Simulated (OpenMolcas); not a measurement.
# BH3S (SMILES BS): the energy, rung by rung

BH3S: 5 atoms, total charge 0, spin state singlet. SMILES: `BS`. The coordinates come from a PBE0-D4/def2-TZVP relaxation.

```xyz
5

B    -0.3921   -0.4210    0.0881
S     0.1617    1.2369   -0.1543
H    -1.5629   -0.5564    0.2642
H     0.3671   -1.3376    0.0742
H     1.4761    1.0044   -0.3136
```

Each level gives the energy change with the B1–S2 bond stretched from 1.765 to 3.088 Å (eV). The values are calculated.

| level | kind | program | value (eV) | less FCI/STO-3G | CPU time (all runs) |
| --- | --- | --- | --- | --- | --- |
| HF/STO-3G (restricted) | Hartree–Fock | OpenMolcas | 7.54 | +2.15 | 3 s |
| SVWN5/STO-3G (restricted) | LDA | OpenMolcas | 6.60 | +1.21 | 8.2 s |
| PBE/STO-3G (restricted) | GGA | OpenMolcas | 6.19 | +0.80 | 11 s |
| r2SCAN/STO-3G (restricted) | meta-GGA | OpenMolcas | 6.41 | +1.02 | 9.8 s |
| PBE0/STO-3G (restricted) | global hybrid | OpenMolcas | 6.69 | +1.30 | 8 s |
| MP2/STO-3G (restricted) | perturbation theory | OpenMolcas | 6.44 | +1.05 | 3.1 s |
| ACPF/STO-3G (restricted) | coupled cluster or CI | OpenMolcas | 4.28 | -1.11 | 3.4 s |
| CISD/STO-3G (restricted) | coupled cluster or CI | OpenMolcas | 5.72 | +0.33 | 3.3 s |
| FCI/STO-3G | exact in the basis | OpenMolcas | 5.39 | 0.00 | 24 s |

FCI/STO-3G is exact within its basis and frozen core, so for wave-function methods in that basis the difference is their error; functionals converge differently with the basis, so for them it is only a difference. Spin-restricted single references rise too steeply as a bond breaks, Hartree–Fock most of all. Perturbation and coupled-cluster corrections on them can overshoot downwards. The first shape isn't each level's own minimum. The values span 4.28 to 7.54 eV. All rows use very small basis sets, so even the best lies far from the true value. CPU times are rough (shared hosts, several kinds of processor): they show what a rung costs within a factor of a few.

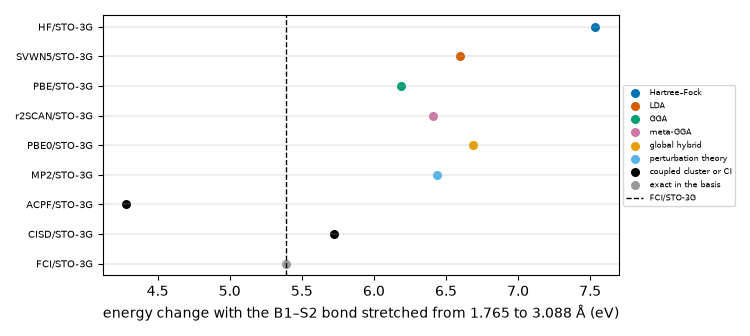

The values of the table, level by level.
